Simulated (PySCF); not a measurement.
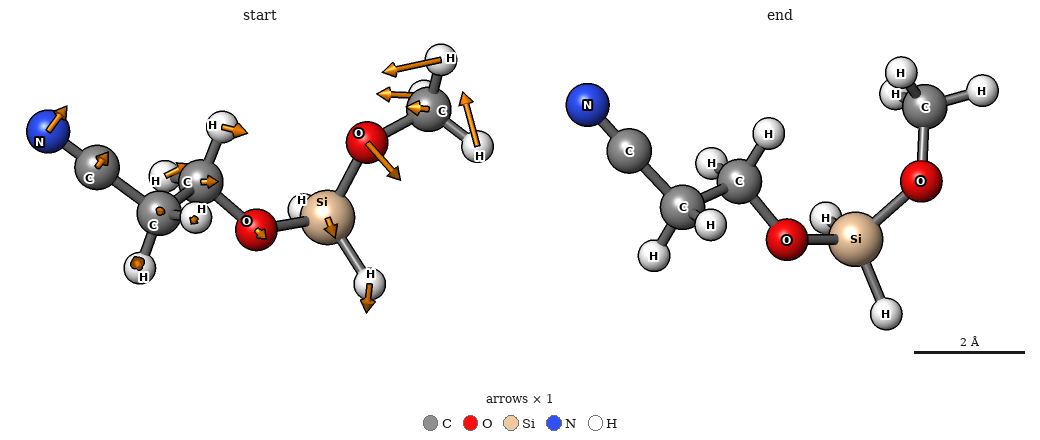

The structure of C₄H₉NO₂Si before (left) and after (right) a relaxation, at one scale. The orange arrows give the displacements, at their true length.

The picture is a ball-and-stick view, seen at a tilt.

The start comes from GFN2-xTB. Its atoms were then displaced at random by about 0.01 Å.

These are results of PBE0-D3(BJ)/def2-SVP geometry optimisation, gas phase in PySCF, not measurements. 

> Describe what moved and what it gained.

An H atom moves most after the best rigid fit: 1.17 Å. Largest moves by element: H 1.17 Å, O 0.95 Å, N 0.63 Å, C 0.46 Å, Si 0.43 Å. Some distances before and after: H–Si 1.451 → 1.497 Å, C–H 1.068 → 1.106 Å, O–Si 1.623 → 1.652 Å, C–O 1.372 → 1.397 Å. Among the angles between lasting bonds that change: O–Si–O 106.2° → 112.9°, O–Si–H 114.0° → 108.0°, O–Si–H 100.3° → 105.0°. Groups turn about O–Si by about 90°, C–O by about 85°. Over 35 geometry steps the energy falls by 4.73 kcal/mol. Cost: 6.7 min on 1 thread of Arm Neoverse V1, with other jobs on the host.
